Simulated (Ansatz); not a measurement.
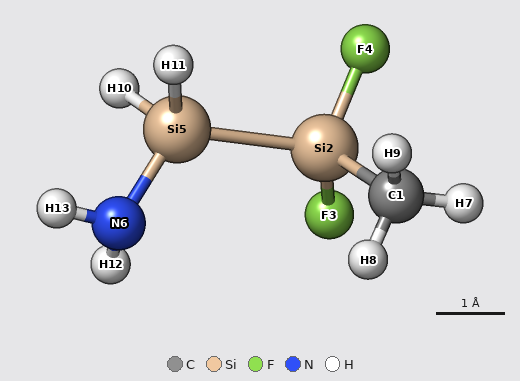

The starting structure (ball-and-stick view, seen at a tilt; atoms are numbered from 1 in the order of the input).

CH7F2NSi2: geometry relaxation (part 1 of 2)

The run: geometry relaxation of CH7F2NSi2. Method and program: RKS B3LYP-D4/def2-SVP (Ansatz 0.2.0).

It belongs to a series of runs on one base structure; here: end point B relaxed. Figures and captions count atoms from 1; the log counts them from 0 in places.

### The program's output
```
The last accepted step is kept in [file] (removed where the run ends without a failure and the disk answers)
Engine: ansatz 0.2.0, aarch64-unknown-linux-gnu
Functional definition: B3LYP
  parameter a0 = 0.2
  parameter ax = 0.72
  parameter ac = 0.81
  exchange = (1 - a0 - ax)*slater_x + ax*b88_x + a0*exact_x
  correlation = (1 - ac)*vwn_rpa_c + ac*lyp_c
1320 factors; integrals over basis functions are off by at most 4.6e-4 eV
mean field evaluation 1: about -23811.2726 eV, gradient 7.9e1 eV
mean field evaluation 2: about -23796.0494 eV, gradient 1.1e2 eV
mean field evaluation 4: about -23823.7421 eV, gradient 5.3e0 eV
mean field evaluation 8: about -23823.8208 eV, gradient 1.0e-1 eV
mean field -23823.82080896 eV, -875.5092663637 hartree, gradient 7.0e-5 eV, S^2 0.000000; 0 other end points of the search recorded, 0 dependent functions left out
the calculation of the forces begins
reference -23823.82109344 eV, -875.5092768178 hartree; 33, 33 occupied and 94, 94 virtual orbitals, 1320 factors
relax step   1: F+E_penalty+E_count = -23824.29464110 eV  Δ(F+E_penalty+E_count) = +0.000e0 eV  max|allowed force component| = 1.851e0 eV/Å  Δτ_max = 0.0000 Å  (25 SCF iters, accepted)
these checks for a lower state are left out or cut short: starts, cluster_reference, orbital_swaps, neighbouring_geometries, increment
1320 factors; integrals over basis functions are off by at most 4.7e-4 eV
mean field evaluation 16: about -23823.9327 eV, gradient 8.9e0 eV
mean field -23824.17231985 eV, -875.5221841505 hartree, gradient 9.4e-6 eV, S^2 0.000000; 0 other end points of the search recorded, 0 dependent functions left out
[... from here on the field's lines of each further geometry are left out, up to the last ...]
relax step   2: F+E_penalty+E_count = -23824.64753269 eV  Δ(F+E_penalty+E_count) = -3.529e-1 eV  max|allowed force component| = 8.946e-1 eV/Å  Δτ_max = 0.1948 Å  (27 SCF iters, accepted)
relax step   3: F+E_penalty+E_count = -23824.69790695 eV  Δ(F+E_penalty+E_count) = -5.037e-2 eV  max|allowed force component| = 4.583e-1 eV/Å  Δτ_max = 0.0858 Å  (25 SCF iters, accepted)
relax step   4: F+E_penalty+E_count = -23824.72103348 eV  Δ(F+E_penalty+E_count) = -2.313e-2 eV  max|allowed force component| = 3.355e-1 eV/Å  Δτ_max = 0.1101 Å  (25 SCF iters, accepted)
relax step   5: F+E_penalty+E_count = -23824.73142741 eV  Δ(F+E_penalty+E_count) = -1.039e-2 eV  max|allowed force component| = 2.199e-1 eV/Å  Δτ_max = 0.0567 Å  (24 SCF iters, accepted)
relax step   6: F+E_penalty+E_count = -23824.73351815 eV  Δ(F+E_penalty+E_count) = -2.091e-3 eV  max|allowed force component| = 2.481e-1 eV/Å  Δτ_max = 0.0963 Å  (28 SCF iters, accepted)
relax step   7: F+E_penalty+E_count = -23824.73970735 eV  Δ(F+E_penalty+E_count) = -6.189e-3 eV  max|allowed force component| = 3.985e-2 eV/Å  Δτ_max = 0.1109 Å  (25 SCF iters, accepted)
relax step   8: F+E_penalty+E_count = -23824.74053961 eV  Δ(F+E_penalty+E_count) = -8.323e-4 eV  max|allowed force component| = 2.169e-2 eV/Å  Δτ_max = 0.0344 Å  (24 SCF iters, accepted)
relax step   9: F+E_penalty+E_count = -23824.74086699 eV  Δ(F+E_penalty+E_count) = -3.274e-4 eV  max|allowed force component| = 2.342e-2 eV/Å  Δτ_max = 0.0293 Å  (24 SCF iters, accepted)
relax step  10: F+E_penalty+E_count = -23824.74110212 eV  Δ(F+E_penalty+E_count) = -2.351e-4 eV  max|allowed force component| = 1.203e-2 eV/Å  Δτ_max = 0.0165 Å  (25 SCF iters, accepted)
relax step  11: F+E_penalty+E_count = -23824.74121848 eV  Δ(F+E_penalty+E_count) = -1.164e-4 eV  max|allowed force component| = 1.460e-2 eV/Å  Δτ_max = 0.0169 Å  (25 SCF iters, accepted)
relax step  12: F+E_penalty+E_count = -23824.74132721 eV  Δ(F+E_penalty+E_count) = -1.087e-4 eV  max|allowed force component| = 2.291e-2 eV/Å  Δτ_max = 0.0272 Å  (24 SCF iters, accepted)
relax step  13: F+E_penalty+E_count = -23824.74139194 eV  Δ(F+E_penalty+E_count) = -6.473e-5 eV  max|allowed force component| = 2.181e-2 eV/Å  Δτ_max = 0.0170 Å  (25 SCF iters, accepted)
relax step  14: F+E_penalty+E_count = -23824.74142569 eV  Δ(F+E_penalty+E_count) = -3.374e-5 eV  max|allowed force component| = 1.688e-2 eV/Å  Δτ_max = 0.0075 Å  (23 SCF iters, accepted)
the calculation of the forces begins
reference -23824.25863505 eV, -875.5253561755 hartree; 33, 33 occupied and 94, 94 virtual orbitals, 1320 factors
relax step  15: F+E_penalty+E_count = -23824.74144314 eV  Δ(F+E_penalty+E_count) = -1.746e-5 eV  max|allowed force component| = 8.912e-3 eV/Å  Δτ_max = 0.0080 Å  (23 SCF iters, accepted)
1320 factors; integrals over basis functions are off by at most 4.4e-4 eV
mean field evaluation 96: about -23823.8459 eV, gradient 1.3e1 eV
```

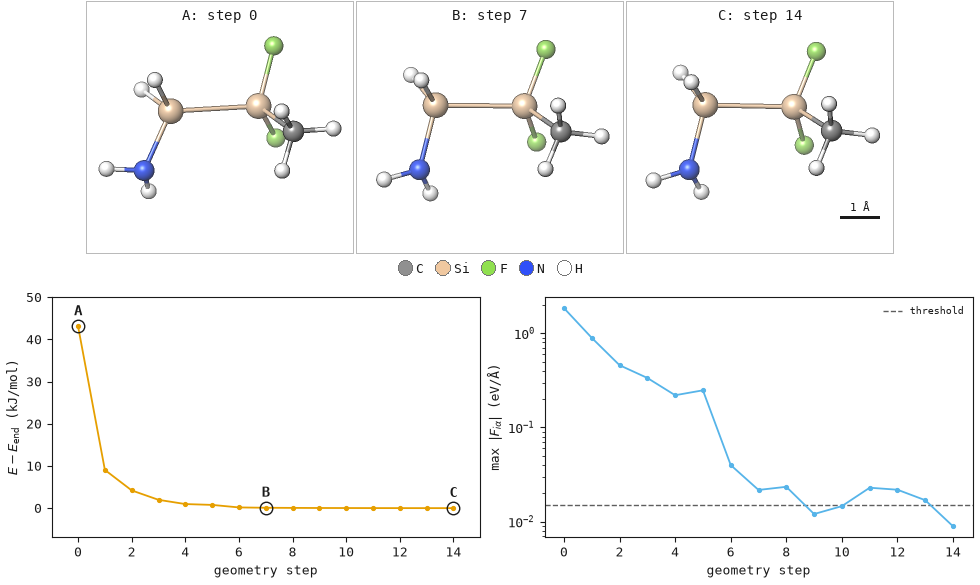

Frames of the relaxation (ball-and-stick view, seen at a tilt) above the curves, on which the letters mark them (the first geometry is step 0 here and step 1 in the log).

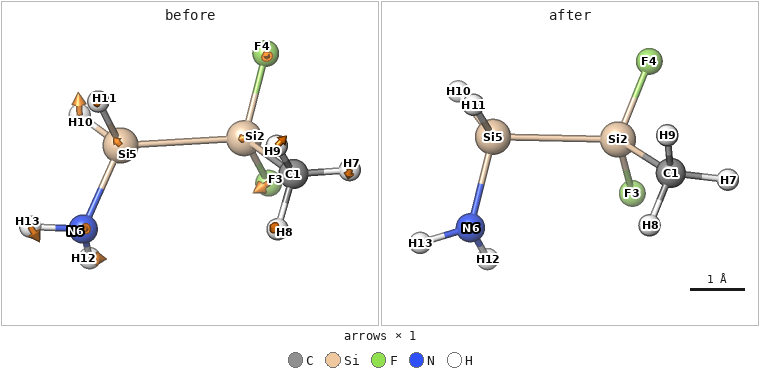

Before (left) and after (right) the relaxation, at one scale (ball-and-stick view, seen at a tilt). The orange arrows give the displacements, at true length. Over 14 geometry steps the energy falls by 43.1 kJ/mol. Largest force component: 1.9 eV/Å at the start, 0.0089 eV/Å at the end. The atom that moves furthest after the best rigid fit is H10 (0.45 Å). By element the largest moves are H 0.45 Å, F 0.39 Å, N 0.24 Å, Si 0.21 Å, C 0.05 Å. Among the contacts that change: C1–H9 1.053 → 1.102 Å, C1–Si2 1.907 → 1.860 Å, C1–H7 1.065 → 1.102 Å, Si5–H11 1.523 → 1.493 Å. Among the angles that change: Si2–Si5–N6 118.2° → 102.8°, N6–Si5–H10 104.5° → 117.2°, Si5–N6–H12 108.5° → 117.6°. (Atoms are counted from 1 in the order of the input.)

```
mean field -23824.25834924 eV, -875.5253456724 hartree, gradient 8.3e-6 eV, S^2 0.000000; 1 other end points of the search recorded, 0 dependent functions left out
the calculation of the forces begins
reference -23824.25863505 eV, -875.5253561755 hartree; 33, 33 occupied and 94, 94 virtual orbitals, 1320 factors
Total energy: -23824.74172895 eV, -875.5431095489 hartree
Atom 0 at     0.300888    -2.256581     0.221094 Å, force     0.000549     0.001806     0.000783 eV/Å
Atom 1 at    -0.464908    -0.725248    -0.505146 Å, force    -0.008912    -0.004295     0.000327 eV/Å
Atom 2 at    -2.068189    -0.759550    -0.185234 Å, force     0.004459     0.000747    -0.001780 eV/Å
Atom 3 at    -0.332099    -0.782971    -2.128168 Å, force     0.000578     0.000169     0.004783 eV/Å
Atom 4 at     0.312173     1.309666     0.358714 Å, force     0.004066     0.004759     0.004948 eV/Å
Atom 5 at    -0.323077     1.307825     1.982627 Å, force    -0.006455    -0.002513    -0.007313 eV/Å
Atom 6 at    -0.216670    -3.162556    -0.133758 Å, force     0.001028    -0.000234    -0.001234 eV/Å
Atom 7 at     0.233215    -2.221396     1.320380 Å, force     0.000614     0.000265    -0.000814 eV/Å
Atom 8 at     1.364937    -2.331401    -0.055029 Å, force    -0.000588    -0.001988    -0.000277 eV/Å
Atom 9 at    -0.085444     2.448969    -0.533242 Å, force    -0.000037     0.001316     0.000459 eV/Å
Atom 10 at     1.802691     1.323581     0.445711 Å, force    -0.000476     0.000546     0.000788 eV/Å
Atom 11 at    -1.321566     1.151664     2.098025 Å, force     0.003582    -0.000080     0.002789 eV/Å
Atom 12 at     0.000229     2.001136     2.652296 Å, force     0.001592    -0.000499    -0.003458 eV/Å
Dipole moment:     0.182309     0.101437     0.480171 e Å
```

### Trajectory as extended XYZ (Å, eV, eV/Å), 15 frames, from step=1 to step=15
```
13
Properties=species:S:1:pos:R:3:forces:R:3 step=1 energy=-23824.29464
C     0.2658   -2.3037    0.2179   -1.8513   1.6869  -0.4315
Si   -0.5557   -0.7907   -0.6017    0.8664  -0.8631   0.7522
F    -2.1804   -0.9304   -0.5238    0.2656   0.0469  -0.2454
F    -0.0471   -0.7625   -2.1521   -0.4043   0.1246   0.1006
Si    0.1991    1.1513    0.4461    0.9252   1.0767  -0.5604
N    -0.1396    1.3564    2.1218   -0.3897  -1.2211   0.3888
H    -0.0820   -3.1826   -0.2738   -0.1971  -1.2348  -0.4536
H    -0.0191   -2.3081    1.2567   -0.3499  -0.1642   0.8366
H     1.3136   -2.2061    0.1886    1.8128   0.0505  -0.2973
H    -0.3604    2.3631   -0.1952   -0.1022   0.1680  -0.7531
H     1.7113    1.2867    0.3305   -0.4290  -0.3135  -0.1761
H    -1.1368    1.4200    2.2401   -0.6887  -0.0812   0.4368
H     0.2335    2.2097    2.4832    0.5422   0.7243   0.4024
13
Properties=species:S:1:pos:R:3:forces:R:3 step=2 energy=-23824.64753
C     0.2511   -2.3171    0.2346   -0.5290   0.8946  -0.0449
Si   -0.4946   -0.7704   -0.5371    0.3067   0.0107   0.2740
F    -2.1201   -0.8778   -0.4695   -0.0209  -0.0599  -0.1359
F    -0.0431   -0.7154   -2.1036   -0.1838  -0.0645  -0.0557
Si    0.1947    1.2927    0.3881    0.3555  -0.4169  -0.1363
N    -0.1786    1.2964    2.1006    0.0697   0.3818  -0.0432
H    -0.1005   -3.2210   -0.2636   -0.0407  -0.3154  -0.1574
H    -0.0322   -2.3432    1.2923   -0.0642  -0.1045   0.2170
H     1.3346   -2.2400    0.1823    0.4831  -0.1220  -0.0826
H    -0.3700    2.4586   -0.3646    0.0755  -0.0292  -0.1305
H     1.6983    1.2710    0.2460   -0.2765   0.1694   0.0276
H    -1.1819    1.3704    2.2551   -0.1498  -0.1243   0.1935
H     0.2443    2.0989    2.5778   -0.0257  -0.2201   0.0744
13
Properties=species:S:1:pos:R:3:forces:R:3 step=3 energy=-23824.69791
C     0.2435   -2.2745    0.2470   -0.1047   0.3539   0.0128
Si   -0.4900   -0.7492   -0.5474    0.2205  -0.1362   0.0944
F    -2.1142   -0.8665   -0.4615   -0.0337   0.0404  -0.0817
F    -0.0829   -0.7563   -2.1290   -0.1376   0.0242   0.0597
Si    0.2219    1.2959    0.3769    0.0841  -0.2180   0.0126
N    -0.1828    1.2664    2.0927   -0.0348   0.4583  -0.1853
H    -0.1242   -3.1935   -0.2327    0.0212  -0.0461  -0.0227
H    -0.0243   -2.2922    1.3156    0.0147  -0.0442   0.0069
H     1.3407   -2.2291    0.1704    0.0333  -0.1010  -0.0096
H    -0.3314    2.4437   -0.4179    0.0474  -0.0109   0.0171
H     1.7181    1.3168    0.2505   -0.1518   0.0776   0.0573
H    -1.1919    1.2855    2.2615    0.1216  -0.1053   0.0737
H     0.2199    2.0560    2.6120   -0.0803  -0.2927  -0.0352
13
Properties=species:S:1:pos:R:3:forces:R:3 step=4 energy=-23824.72103
C     0.2441   -2.2485    0.2621    0.1511  -0.1072   0.0188
Si   -0.4712   -0.7356   -0.5479    0.0750  -0.0115  -0.1313
F    -2.0972   -0.8061   -0.4218   -0.0102   0.0013  -0.0308
F    -0.1299   -0.7779   -2.1471   -0.0803  -0.0007   0.1796
Si    0.2467    1.3035    0.3537   -0.0373  -0.0459   0.1103
N    -0.1972    1.2397    2.0579   -0.2025   0.3355  -0.1236
H    -0.1623   -3.1732   -0.1877    0.0431   0.1012   0.0499
H     0.0112   -2.2488    1.3423    0.0297   0.0145  -0.1073
H     1.3471   -2.2596    0.1486   -0.2194  -0.0130   0.0279
H    -0.2919    2.4503   -0.4534   -0.0058  -0.0164   0.0428
H     1.7354    1.3749    0.2635   -0.0039   0.0106   0.0576
H    -1.2061    1.1786    2.2393    0.3179  -0.0483  -0.0349
H     0.1735    2.0058    2.6288   -0.0574  -0.2203  -0.0588
13
Properties=species:S:1:pos:R:3:forces:R:3 step=5 energy=-23824.73143
C     0.2456   -2.2386    0.2663    0.1324  -0.1552   0.0255
Si   -0.4616   -0.7277   -0.5490    0.0121  -0.0308  -0.1917
F    -2.0874   -0.7831   -0.4001    0.0049   0.0139  -0.0027
F    -0.1557   -0.7968   -2.1538   -0.0419   0.0194   0.1727
Si    0.2616    1.3121    0.3426   -0.0555   0.0012   0.0926
N    -0.2069    1.2346    2.0330   -0.1612   0.1961  -0.0497
H    -0.1844   -3.1629   -0.1606    0.0220   0.0940   0.0369
H     0.0341   -2.2197    1.3496    0.0202   0.0150  -0.0693
H     1.3436   -2.2764    0.1327   -0.1482   0.0124   0.0242
H    -0.2792    2.4569   -0.4643    0.0015  -0.0083   0.0176
H     1.7493    1.4033    0.2853    0.0159  -0.0046   0.0227
H    -1.2079    1.1261    2.2180    0.2199  -0.0222  -0.0389
H     0.1511    1.9754    2.6386   -0.0222  -0.1310  -0.0398
```
